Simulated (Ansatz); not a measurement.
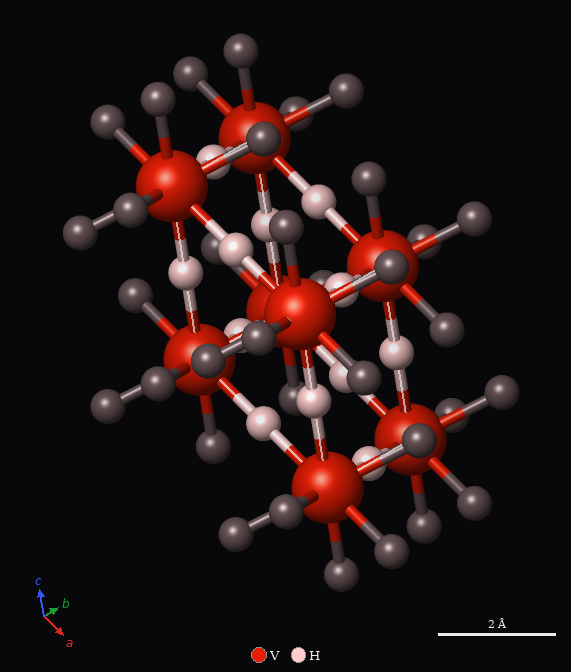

This ball-and-stick model is shown slightly off an axis. One simulation cell is framed, with atoms on its boundary repeated. Atoms outside the box are added where they are bonded to one inside, in fainter colours.

```xyz
5
Lattice="-2.0543 2.0543 2.0543 2.0543 -2.0543 2.0543 2.0543 2.0543 -2.0543" Properties=species:S:1:pos:R:3 pbc="T T T"
V    -2.0543    2.0543    2.0543
H     1.0271    1.0271   -1.0271
H     3.0814    1.0271    1.0271
H     1.0271    1.0271    1.0271
H    -1.0271    1.0271    3.0814
```

Computational set-up: Ansatz 0.2.0, DFT PBE, scalar-relativistic, plane waves, PAW, wavefunction cutoff 420 eV, k-point mesh 14×14×14, Gaussian smearing of 0.1 eV, collinear spins. The state is ferromagnetic.

> Give the Bader charge of each element.

V +1.45 e; H -0.36 e.

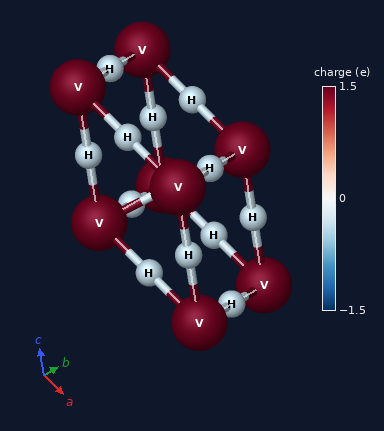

The atoms coloured by those charges.

Origin of the cell: a structure type filled with these elements by a generator (whether the compound takes this form wasn't checked). Earlier steps of the study may have refined or changed the cell and positions. It was the input of a calculation with Ansatz.
